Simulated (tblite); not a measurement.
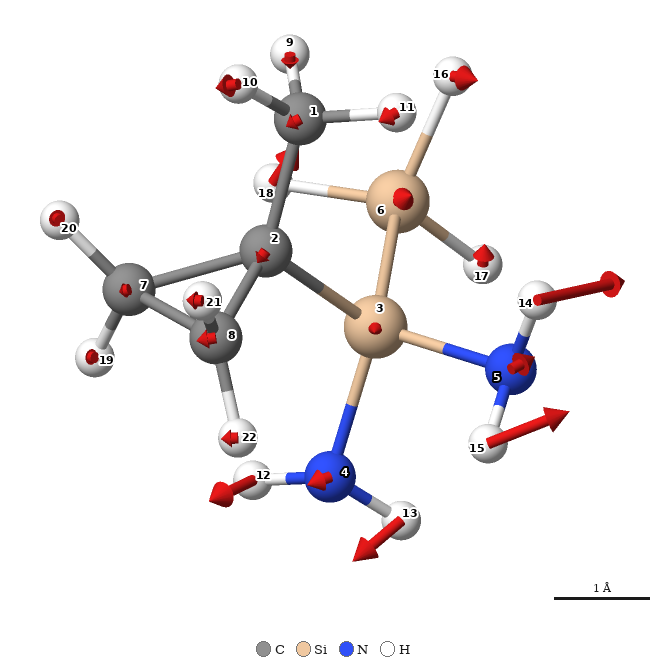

This is a relaxation of C₄H₁₄N₂Si₂. The starting structure is drawn; red arrows show the displacements, magnified 2 times. The two geometries are superimposed by the best rigid fit.

The picture is a ball-and-stick view, seen from a free direction.

Computed with tblite 0.8.0, GFN2-xTB geometry optimisation, gas phase. 

What did the optimiser do to the structure, and how much energy did it gain?

Answer. Over 87 geometry steps the energy falls by 44.7 kJ/mol. H14 moves most after the best rigid fit: 0.72 Å. Largest moves by element: H 0.72 Å, N 0.17 Å, Si 0.15 Å, C 0.11 Å. Some distances before and after: Si3–N4 1.688 → 1.735 Å, Si3–N5 1.697 → 1.735 Å, Si6–H16 1.496 → 1.468 Å, Si6–H17 1.494 → 1.467 Å. Bond angles that change, for instance: Si3–N5–H15 105.8° → 117.8°, N5–Si3–Si6 116.3° → 107.0°, Si3–N4–H13 107.5° → 116.7°.
